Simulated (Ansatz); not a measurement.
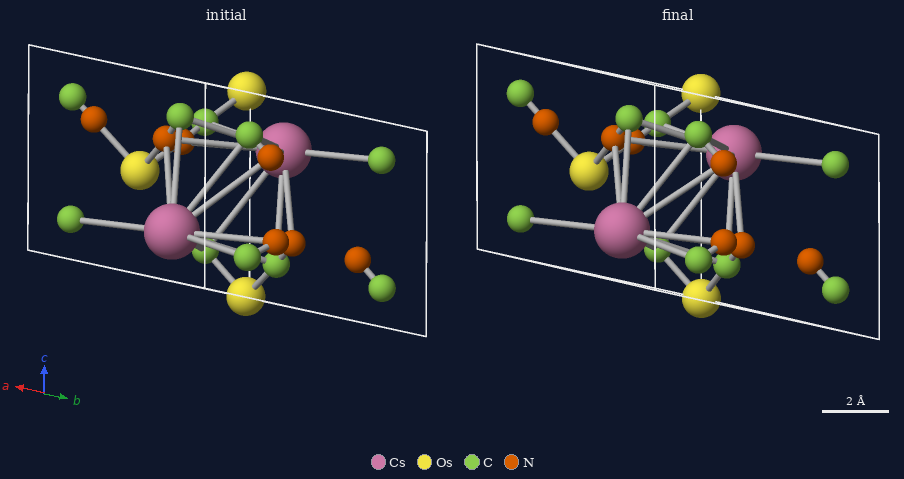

The structure of solid CsOsC₃N₃ (a generated structure, set up in P1) (coarse preliminary run) before (left) and after (right) a relaxation, at one scale.

Style: ball-and-stick. Shown: the cell of the calculation, reduced to other axes, from a free direction. Lengths and directions refer to the drawn axes.

The calculation used Ansatz 0.2.0, DFT PBE, scalar-relativistic, plane waves, PAW.

The input:
```yaml
crystal:
  lattice:
    - [0.0718426874, 5.2406620598, 5.3382032515]
    - [5.218737, 0.0720933767, 5.3379525622]
    - [5.1947545143, 5.2164288848, 0.0960758624]
  atoms:
    - { symbol: Cs, position: [0.2499117961, 0.2503415369, 0.2580489847] }
    - { symbol: Cs, position: [0.7447598463, 0.7440831644, 0.755538103] }
    - { symbol: Os, position: [0.0138948775, -0.0247969834, 0.0048890386] }
    - { symbol: Os, position: [0.4941837349, 0.4955444673, 0.5036188854] }
    - { symbol: C, position: [0.8012746994, 0.1990733446, 0.2064280498] }
    - { symbol: C, position: [0.2052968094, 0.8007204354, 0.1834338909] }
    - { symbol: C, position: [0.1930524531, 0.1999449085, 0.7964087861] }
    - { symbol: C, position: [0.2003415313, 0.803608976, 0.8078521968] }
    - { symbol: C, position: [0.8078895537, 0.1950690049, 0.8014589216] }
    - { symbol: C, position: [0.8015345203, 0.8135487279, 0.1902804725] }
    - { symbol: "N", position: [0.7043084842, 0.2950850648, 0.2944583517] }
    - { symbol: "N", position: [0.304953917, 0.6813695386, 0.3224018447] }
    - { symbol: "N", position: [0.3017204708, 0.3143643154, 0.6964959223] }
    - { symbol: "N", position: [0.3115125086, 0.6982078652, 0.6898869776] }
    - { symbol: "N", position: [0.6820714284, 0.3317208671, 0.6863601502] }
    - { symbol: "N", position: [0.683293369, 0.7021147665, 0.3024394242] }
basis:
  ecutwfc: 420
kpoints:
  mp_grid: { grid: [2, 2, 2] }
hamiltonian:
  xc: pbe
scf:
  occupations: { method: gaussian, width: 0.1 }
  lower_state_search: "off"
output:
  forces: true
  stress: true
  eigenvalues: true
relax:
  adjacent_minimum: "off"
  f_tol: 0.025
  max_steps: 60
  cell: { stress_tol: 0.25 }
```

Run as
```bash
ansatz run input.yaml --threads 1 --pin off --max-ram 2560MiB --backend cpu --events-out ev --progress --plain --runs-dir out
```

Question: Describe what moved and what it gained.

Answer: The energy falls by 5.646 eV per cell of the calculation in 5 accepted moves (6 points after the start). Largest force component: 49 eV/Å at the start, 0.0033 eV/Å at the end. Pressure: 7.11 GPa at the start and 0.06 GPa at the end. The SCF was repeated once at an unchanged geometry on a basis and grid sized afresh for the cell, which shifted the energy by 3.3 meV per cell of the calculation at most. The atom that moves furthest relative to the cell is Os3 (0.15 Å roughly along [−3 −1 −1]). By element the largest moves are Os 0.15 Å, N 0.15 Å, C 0.10 Å, Cs 0.06 Å. The volume changes by +0.5 %, with a 7.294 → 7.383 Å (+1.2 %), b 7.330 → 7.376 Å (+0.6 %), c 7.362 → 7.397 Å (+0.5 %), α 118.8° → 119.9°, β 90.2° → 90.0°, γ 119.7° → 120.0°. Among the contacts that change: C5–N11 0.952 → 1.181 Å, Cs2–N15 3.942 → 3.751 Å, Os3–C5 2.202 → 2.032 Å, Cs1–C7 3.599 → 3.745 Å. Among the angles between lasting bonds that change: Os4–N15–C9 169.7° → 179.9°, C7–Os3–C10 170.1° → 180.0°, Os3–C6–N12 171.6° → 179.8°. Within 0.06 Å the space group is P1 at the start and Fm-3m at the end; at a tighter tolerance small leftover displacements or strains of the cell lower it. Cost: 42 s on 1 thread of Intel(R) Xeon(R) 6975P-C (Granite Rapids), with other jobs on the host, peak memory 0.64 GiB.
